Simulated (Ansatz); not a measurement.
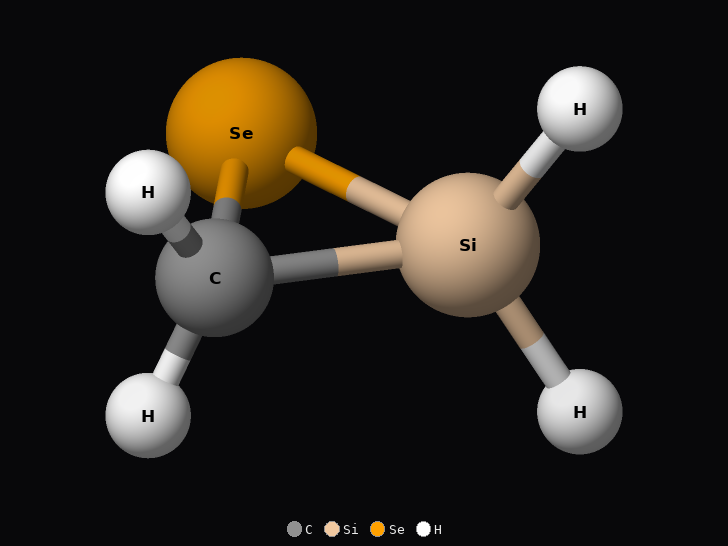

The computed structure is the end point of a PBE0-D4/def2-TZVP optimisation. Level of theory: RKS PBE0-D4/def2-SVP (Ansatz 0.2.0).

Predict the main results.

The species is CH₄SeSi (`C1[SiH2][Se]1`).
- HOMO energy (Kohn–Sham orbital): −6.53 eV
- LUMO energy (Kohn–Sham orbital): −0.32 eV
- HOMO–LUMO gap: 6.21 eV
- dispersion correction: −12.4 kJ/mol
